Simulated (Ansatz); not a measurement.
**Run report: C5H12O2, molecular dynamics (part 1 of 3)**

C5H12O2, computed with RKS r2SCAN/6-31G* (Ansatz 0.2.0).

The geometry comes from this level: PBE0-D4/def2-TZVP.

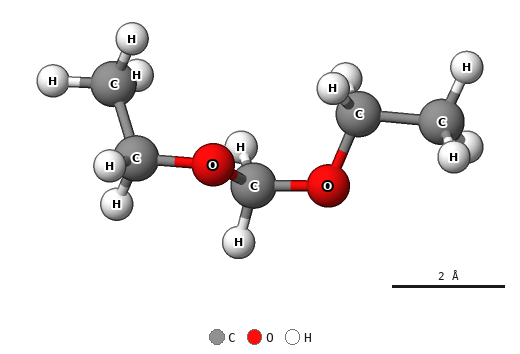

Fig. 1: The starting structure (ball-and-stick view, seen at a tilt). Bond lengths as drawn: C–C 1.51 to 1.52 Å, C–H 1.09 to 1.11 Å and C–O 1.37 to 1.42 Å.

Results in brief:

```csv
quantity,value
outcome,finished
mean temperature over the second half,489 K
trajectory,"50 steps, 50 fs"
ensemble,nvt_langevin
temperature in the input,700 K
time step,1 fs
potential energy (last step),−9467.0773 eV
SCF solution under orbital rotations (last step),stable
largest force (length of the vector) (last step),4.670 eV/Å
dipole moment (last step),1.34 D
hardware,"2 CPU threads, shared host"
wall time,3.3 min (CPU time 6.5 min)
peak memory,0.25 GiB
```

So short a trajectory is not equilibrated. The logged temperature at the start can lie below the typed one, since it is counted over all degrees of freedom. The temperature stays far from the 700 K of the thermostat over the second half: the run isn't equilibrated.

Input file:
```yaml
crystal:
  periodic: [false, false, false]
  atoms:
    - {symbol: C, position_ang: [-1.794005, -2.565297, -0.965539]}
    - {symbol: C, position_ang: [-0.945358, -1.503100, -0.317611]}
    - {symbol: O, position_ang: [-0.283808, -0.776886, -1.337890]}
    - {symbol: C, position_ang: [0.606909, 0.156920, -0.866740]}
    - {symbol: O, position_ang: [-0.088055, 1.209389, -0.250825]}
    - {symbol: C, position_ang: [0.756275, 2.174235, 0.336921]}
    - {symbol: C, position_ang: [1.228829, 1.790047, 1.725458]}
    - {symbol: H, position_ang: [-1.179133, -3.246231, -1.557327]}
    - {symbol: H, position_ang: [-2.319714, -3.145389, -0.203979]}
    - {symbol: H, position_ang: [-2.535776, -2.111606, -1.625509]}
    - {symbol: H, position_ang: [-1.558903, -0.823881, 0.283643]}
    - {symbol: H, position_ang: [-0.195109, -1.954175, 0.349555]}
    - {symbol: H, position_ang: [1.311510, -0.302582, -0.150122]}
    - {symbol: H, position_ang: [1.165761, 0.531614, -1.734968]}
    - {symbol: H, position_ang: [0.168404, 3.094012, 0.385108]}
    - {symbol: H, position_ang: [1.615241, 2.375625, -0.320392]}
    - {symbol: H, position_ang: [0.373568, 1.606035, 2.378766]}
    - {symbol: H, position_ang: [1.850087, 0.892185, 1.713780]}
    - {symbol: H, position_ang: [1.823270, 2.599081, 2.157682]}
basis:
  gaussian: {orbitals: "6-31G*"}
hamiltonian: {xc: {name: r2SCAN}}
md: {timestep: 1 fs, n_steps: 50, ensemble: nvt_langevin, temperature: 700, initial_velocities: maxwell_boltzmann, friction: 0.01, seed: 265}
```

Launch command:
```bash
ansatz run in.yaml --threads 2 --pin off --events-out ev --progress --plain --max-ram 32768MiB --backend cpu
```

What the program printed:
```
Functional definition: r2SCAN
  name "r2SCAN"
  cite "Furness, Kaplan, Ning, Perdew & Sun, J. Phys. Chem. Lett. 11, 8208 (2020) doi:10.1021/acs.jpclett.0c02405"
  cite "Furness, Kaplan, Ning, Perdew & Sun, J. Phys. Chem. Lett. 11, 9248 (2020) doi:10.1021/acs.jpclett.0c03077"
  parent r2scan
  parameter k0 = 0.174
  parameter k1 = 0.065
  parameter a1 = 4.9479
  exchange = r2scan_x(k0 = k0, k1 = k1, a1 = a1)
  correlation = r2scan_c
1641 factors; their error is unknown
mean field evaluation 1: about -9458.7869 eV, gradient 6.7e1 eV
mean field evaluation 2: about -9452.5292 eV, gradient 8.5e1 eV
mean field evaluation 4: about -9468.7191 eV, gradient 4.0e0 eV
mean field evaluation 8: about -9468.7559 eV, gradient 1.0e-1 eV
mean field evaluation 16: about -9468.6371 eV, gradient 3.4e-4 eV
mean field -9468.63713251 eV, -347.9659965468 hartree, gradient 9.5e-6 eV, S^2 0.000000; 0 other end points of the search recorded, 0 dependent functions left out
the calculation of the forces begins
reference -9468.63714155 eV, -347.9659968791 hartree; 29, 29 occupied and 100, 100 virtual orbitals, 1641 factors
md step     0: t =     0.00 fs  T =   663.2 K  F+E_penalty+E_count = -9468.63713251 eV  E_kin = 1.628676 eV  (30 SCF iters)
these checks for a lower state are left out or cut short: starts, cluster_reference, orbital_swaps, neighbouring_geometries, increment
1641 factors; their error is unknown
mean field -9468.46928166 eV, -347.9598281419 hartree, gradient 1.9e-5 eV, S^2 0.000000; 0 other end points of the search recorded, 0 dependent functions left out
the calculation of the forces begins
reference -9468.46929066 eV, -347.9598284727 hartree; 29, 29 occupied and 100, 100 virtual orbitals, 1641 factors
md step     1: t =     1.00 fs  T =   596.0 K  F+E_penalty+E_count = -9468.46928166 eV  E_kin = 1.463850 eV  (28 SCF iters)
[... from here on the SCF iterations and repeated set-up lines of each step are left out, up to the last step ...]
md step     2: t =     2.00 fs  T =   503.2 K  F+E_penalty+E_count = -9468.13358270 eV  E_kin = 1.235841 eV  (30 SCF iters)
md step     3: t =     3.00 fs  T =   395.2 K  F+E_penalty+E_count = -9467.87357867 eV  E_kin = 0.970708 eV  (30 SCF iters)
md step     4: t =     4.00 fs  T =   347.7 K  F+E_penalty+E_count = -9467.71173412 eV  E_kin = 0.853955 eV  (30 SCF iters)
md step     5: t =     5.00 fs  T =   304.1 K  F+E_penalty+E_count = -9467.56035009 eV  E_kin = 0.746843 eV  (30 SCF iters)
md step     6: t =     6.00 fs  T =   253.3 K  F+E_penalty+E_count = -9467.40391697 eV  E_kin = 0.622049 eV  (30 SCF iters)
md step     7: t =     7.00 fs  T =   220.3 K  F+E_penalty+E_count = -9467.32832914 eV  E_kin = 0.540996 eV  (30 SCF iters)
md step     8: t =     8.00 fs  T =   295.3 K  F+E_penalty+E_count = -9467.45006655 eV  E_kin = 0.725317 eV  (30 SCF iters)
md step     9: t =     9.00 fs  T =   436.4 K  F+E_penalty+E_count = -9467.75159278 eV  E_kin = 1.071723 eV  (30 SCF iters)
md step    10: t =    10.00 fs  T =   532.0 K  F+E_penalty+E_count = -9468.05937081 eV  E_kin = 1.306624 eV  (30 SCF iters)
md step    11: t =    11.00 fs  T =   601.6 K  F+E_penalty+E_count = -9468.17516331 eV  E_kin = 1.477473 eV  (29 SCF iters)
md step    12: t =    12.00 fs  T =   568.6 K  F+E_penalty+E_count = -9468.07002387 eV  E_kin = 1.396329 eV  (30 SCF iters)
md step    13: t =    13.00 fs  T =   552.8 K  F+E_penalty+E_count = -9467.92382734 eV  E_kin = 1.357733 eV  (29 SCF iters)
md step    14: t =    14.00 fs  T =   515.4 K  F+E_penalty+E_count = -9467.80823209 eV  E_kin = 1.265890 eV  (30 SCF iters)
md step    15: t =    15.00 fs  T =   456.1 K  F+E_penalty+E_count = -9467.64242789 eV  E_kin = 1.120141 eV  (29 SCF iters)
md step    16: t =    16.00 fs  T =   394.9 K  F+E_penalty+E_count = -9467.44859690 eV  E_kin = 0.969813 eV  (29 SCF iters)
md step    17: t =    17.00 fs  T =   365.3 K  F+E_penalty+E_count = -9467.31910251 eV  E_kin = 0.897045 eV  (31 SCF iters)
md step    18: t =    18.00 fs  T =   374.5 K  F+E_penalty+E_count = -9467.29526428 eV  E_kin = 0.919719 eV  (31 SCF iters)
md step    19: t =    19.00 fs  T =   412.8 K  F+E_penalty+E_count = -9467.38487268 eV  E_kin = 1.013749 eV  (31 SCF iters)
md step    20: t =    20.00 fs  T =   472.4 K  F+E_penalty+E_count = -9467.54645844 eV  E_kin = 1.160227 eV  (49 SCF iters)
md step    21: t =    21.00 fs  T =   570.2 K  F+E_penalty+E_count = -9467.71986964 eV  E_kin = 1.400330 eV  (30 SCF iters)
md step    22: t =    22.00 fs  T =   591.4 K  F+E_penalty+E_count = -9467.78618748 eV  E_kin = 1.452458 eV  (29 SCF iters)
md step    23: t =    23.00 fs  T =   568.3 K  F+E_penalty+E_count = -9467.69291558 eV  E_kin = 1.395761 eV  (31 SCF iters)
md step    24: t =    24.00 fs  T =   552.7 K  F+E_penalty+E_count = -9467.57575913 eV  E_kin = 1.357330 eV  (31 SCF iters)
md step    25: t =    25.00 fs  T =   520.6 K  F+E_penalty+E_count = -9467.50046440 eV  E_kin = 1.278665 eV  (30 SCF iters)
md step    26: t =    26.00 fs  T =   488.1 K  F+E_penalty+E_count = -9467.34685085 eV  E_kin = 1.198657 eV  (30 SCF iters)
md step    27: t =    27.00 fs  T =   387.0 K  F+E_penalty+E_count = -9467.12089126 eV  E_kin = 0.950416 eV  (30 SCF iters)
md step    28: t =    28.00 fs  T =   323.2 K  F+E_penalty+E_count = -9467.03247701 eV  E_kin = 0.793715 eV  (30 SCF iters)
md step    29: t =    29.00 fs  T =   351.6 K  F+E_penalty+E_count = -9467.10952409 eV  E_kin = 0.863480 eV  (30 SCF iters)
md step    30: t =    30.00 fs  T =   432.8 K  F+E_penalty+E_count = -9467.28264984 eV  E_kin = 1.062965 eV  (30 SCF iters)
md step    31: t =    31.00 fs  T =   532.2 K  F+E_penalty+E_count = -9467.54492314 eV  E_kin = 1.307063 eV  (30 SCF iters)
md step    32: t =    32.00 fs  T =   653.0 K  F+E_penalty+E_count = -9467.79763766 eV  E_kin = 1.603668 eV  (29 SCF iters)
md step    33: t =    33.00 fs  T =   638.6 K  F+E_penalty+E_count = -9467.87551247 eV  E_kin = 1.568448 eV  (29 SCF iters)
md step    34: t =    34.00 fs  T =   597.9 K  F+E_penalty+E_count = -9467.86290459 eV  E_kin = 1.468492 eV  (28 SCF iters)
md step    35: t =    35.00 fs  T =   575.8 K  F+E_penalty+E_count = -9467.85019891 eV  E_kin = 1.414142 eV  (29 SCF iters)
md step    36: t =    36.00 fs  T =   503.0 K  F+E_penalty+E_count = -9467.75511754 eV  E_kin = 1.235357 eV  (29 SCF iters)
md step    37: t =    37.00 fs  T =   433.7 K  F+E_penalty+E_count = -9467.57395522 eV  E_kin = 1.065108 eV  (30 SCF iters)
md step    38: t =    38.00 fs  T =   386.1 K  F+E_penalty+E_count = -9467.39210594 eV  E_kin = 0.948180 eV  (30 SCF iters)
md step    39: t =    39.00 fs  T =   323.8 K  F+E_penalty+E_count = -9467.27632669 eV  E_kin = 0.795206 eV  (30 SCF iters)
md step    40: t =    40.00 fs  T =   360.5 K  F+E_penalty+E_count = -9467.30535769 eV  E_kin = 0.885259 eV  (30 SCF iters)
md step    41: t =    41.00 fs  T =   430.5 K  F+E_penalty+E_count = -9467.49871326 eV  E_kin = 1.057240 eV  (30 SCF iters)
md step    42: t =    42.00 fs  T =   521.5 K  F+E_penalty+E_count = -9467.74227832 eV  E_kin = 1.280692 eV  (29 SCF iters)
md step    43: t =    43.00 fs  T =   581.8 K  F+E_penalty+E_count = -9467.86036995 eV  E_kin = 1.428907 eV  (29 SCF iters)
md step    44: t =    44.00 fs  T =   581.1 K  F+E_penalty+E_count = -9467.83725210 eV  E_kin = 1.427189 eV  (29 SCF iters)
md step    45: t =    45.00 fs  T =   602.8 K  F+E_penalty+E_count = -9467.83072557 eV  E_kin = 1.480474 eV  (30 SCF iters)
md step    46: t =    46.00 fs  T =   625.0 K  F+E_penalty+E_count = -9467.85129868 eV  E_kin = 1.534910 eV  (30 SCF iters)
md step    47: t =    47.00 fs  T =   601.5 K  F+E_penalty+E_count = -9467.71993696 eV  E_kin = 1.477269 eV  (29 SCF iters)
md step    48: t =    48.00 fs  T =   522.5 K  F+E_penalty+E_count = -9467.44062471 eV  E_kin = 1.283254 eV  (31 SCF iters)
md step    49: t =    49.00 fs  T =   386.4 K  F+E_penalty+E_count = -9467.19380369 eV  E_kin = 0.948862 eV  (31 SCF iters)
these checks for a lower state are left out or cut short: starts, cluster_reference, orbital_swaps, neighbouring_geometries, increment
1641 factors; their error is unknown
mean field -9467.07727443 eV, -347.9086728197 hartree, gradient 1.2e-5 eV, S^2 0.000000; 0 other end points of the search recorded, 0 dependent functions left out
the calculation of the forces begins
reference -9467.07728342 eV, -347.9086731503 hartree; 29, 29 occupied and 100, 100 virtual orbitals, 1641 factors
1641 factors; their error is unknown
mean field evaluation 416: about -9467.0773 eV, gradient 1.2e-2 eV
mean field -9467.07727443 eV, -347.9086728197 hartree, gradient 1.2e-5 eV, S^2 0.000000; 1 other end points of the search recorded, 0 dependent functions left out
the calculation of the forces begins
reference -9467.07728342 eV, -347.9086731503 hartree; 29, 29 occupied and 100, 100 virtual orbitals, 1641 factors
md step    50: t =    50.00 fs  T =   357.6 K  F+E_penalty+E_count = -9467.07727443 eV  E_kin = 0.878324 eV  (49 SCF iters)
```

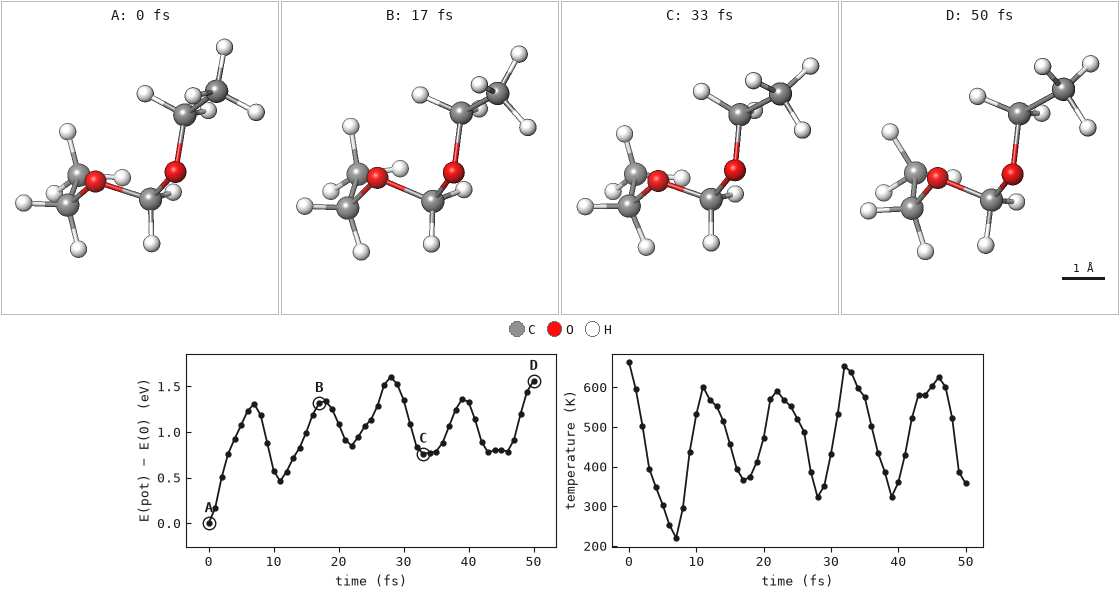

Fig. 2: Frames of the molecular dynamics (ball-and-stick, seen at a tilt) above the curves, on which the letters mark them. The trajectory kept here has 51 frames over 50 fs. The temperature starts at 663 K, ranges from 220 to 663 K and averages 489 K over the second half. The potential energy ends 1.560 eV above its first value. After an unweighted best fit of the last frame on the first, the root-mean-square displacement is 0.35 Å, and H9 has moved furthest (0.77 Å).

```
Total energy: -9467.07728342 eV, -347.9086731503 hartree
Atom 0 at    -1.602869    -2.683997    -0.932893 Å, force     0.795425     1.423070    -0.915857 eV/Å
Atom 1 at    -0.955617    -1.357673    -0.377323 Å, force     1.343518    -0.821515    -1.544891 eV/Å
Atom 2 at    -0.469331    -0.523821    -1.520714 Å, force    -1.141437    -1.646350    -0.171052 eV/Å
Atom 3 at     0.455444     0.343254    -1.125501 Å, force     2.411083     1.917478     1.106129 eV/Å
Atom 4 at    -0.115687     1.233426    -0.160456 Å, force     0.626021     0.421644    -0.524484 eV/Å
Atom 5 at     0.815325     2.249542     0.185197 Å, force     0.619230    -0.778845     2.516600 eV/Å
Atom 6 at     1.451664     1.910961     1.624710 Å, force    -2.066051     4.188054     0.021303 eV/Å
Atom 7 at    -1.182011    -2.775610    -2.014687 Å, force    -0.924995    -0.146832     1.748213 eV/Å
Atom 8 at    -1.161634    -3.478033    -0.290210 Å, force    -0.850364     0.025171    -0.556020 eV/Å
Atom 9 at    -2.726862    -2.615263    -0.918181 Å, force     1.077136    -0.459487    -0.114517 eV/Å
Atom 10 at    -1.639577    -0.703677     0.181269 Å, force     0.481987    -0.444141     0.426416 eV/Å
Atom 11 at     0.014156    -1.715917     0.098354 Å, force    -1.223148     0.955570     0.367671 eV/Å
Atom 12 at     1.459344    -0.045883    -0.732128 Å, force    -1.080689    -0.745300     0.456316 eV/Å
Atom 13 at     0.904860     0.992743    -1.895686 Å, force    -1.027818    -0.256533    -1.078306 eV/Å
Atom 14 at     0.272875     3.162905     0.344257 Å, force    -0.670632     0.585582    -0.055431 eV/Å
Atom 15 at     1.595240     2.501899    -0.554280 Å, force    -0.109139    -0.605723    -0.211958 eV/Å
Atom 16 at     0.527938     1.925866     2.374230 Å, force     2.137797    -1.359784    -1.356545 eV/Å
Atom 17 at     2.290902     1.248200     1.602020 Å, force    -0.142504    -1.404859     0.444295 eV/Å
Atom 18 at     1.930433     2.891609     1.974434 Å, force    -0.255420    -0.847200    -0.557882 eV/Å
Dipole moment:     0.212750    -0.039244     0.177528 e Å
```

Trajectory as extended XYZ (Å, eV, eV/Å), 25 of the 51 frames kept, from step=0 to step=50:
```
19
Properties=species:S:1:pos:R:3:forces:R:3 step=0 time_fs=0.0 energy=-9468.63713 temperature=663.2
C    -1.7940   -2.5653   -0.9655   -0.0624  -0.0791  -0.0622
C    -0.9454   -1.5031   -0.3176   -0.0475   0.0068   0.2761
O    -0.2838   -0.7769   -1.3379   -0.0857  -0.0804  -0.5383
C     0.6069    0.1569   -0.8667    0.2679  -0.0088   0.0473
O    -0.0881    1.2094   -0.2508   -0.5315   0.0377   0.0330
C     0.7563    2.1742    0.3369    0.1307   0.1764  -0.0102
C     1.2288    1.7900    1.7255    0.0474  -0.0190   0.1013
H    -1.1791   -3.2462   -1.5573    0.0879  -0.0784  -0.0832
H    -2.3197   -3.1454   -0.2040   -0.0672  -0.0741   0.1005
H    -2.5358   -2.1116   -1.6255   -0.0875   0.0655  -0.0922
H    -1.5589   -0.8239    0.2836   -0.0765   0.0933   0.0943
H    -0.1951   -1.9542    0.3496    0.1071  -0.0706   0.1191
H     1.3115   -0.3026   -0.1501    0.1496  -0.0799   0.1033
H     1.1658    0.5316   -1.7350    0.0763   0.0183  -0.1421
H     0.1684    3.0940    0.3851   -0.0943   0.1077   0.0026
H     1.6152    2.3756   -0.3204    0.1432   0.0373  -0.0985
H     0.3736    1.6060    2.3788   -0.1193  -0.0338   0.0774
H     1.8501    0.8922    1.7138    0.0777  -0.1247   0.0014
H     1.8233    2.5991    2.1577    0.0842   0.1060   0.0705
19
Properties=species:S:1:pos:R:3:forces:R:3 step=2 time_fs=2.0 energy=-9468.13358 temperature=503.2
C    -1.8033   -2.5812   -0.9750   -0.0831   2.3014   0.5025
C    -0.9397   -1.4640   -0.3179   -1.0153  -1.5074   0.5607
O    -0.2986   -0.7758   -1.3372    0.7923   0.5475  -1.1247
C     0.6050    0.1444   -0.8729    0.9685   1.0261  -0.1770
O    -0.0889    1.1892   -0.2422   -0.5546   0.6682   0.3816
C     0.7588    2.1648    0.3428   -0.5608   1.7003  -0.0151
C     1.2276    1.7939    1.7297    2.2432  -0.7289  -2.3755
H    -1.1174   -3.1854   -1.5111    0.5230  -0.7376  -1.1170
H    -2.2322   -3.2059   -0.1987   -0.5688   0.0035   0.1529
H    -2.5516   -2.0530   -1.6342    0.5156  -0.9867   0.5350
H    -1.5673   -0.7843    0.2777    0.1632  -0.0822   0.1272
H    -0.1696   -1.9496    0.3056   -0.1203   0.1296   0.3719
H     1.3823   -0.2255   -0.1895   -0.1865  -0.8658   0.4828
H     1.2211    0.5567   -1.6948   -0.5574  -0.1553  -0.5183
H     0.1944    3.1587    0.4486    0.2635  -1.3699  -0.4817
H     1.5965    2.3845   -0.3255    0.3057  -0.0230  -0.2273
H     0.3879    1.6552    2.2877   -2.4151  -0.9058   2.0473
H     1.8808    0.9078    1.6491   -0.3781  -0.0164   0.4823
H     1.8082    2.5674    2.1700    0.6650   1.0023   0.3926
```
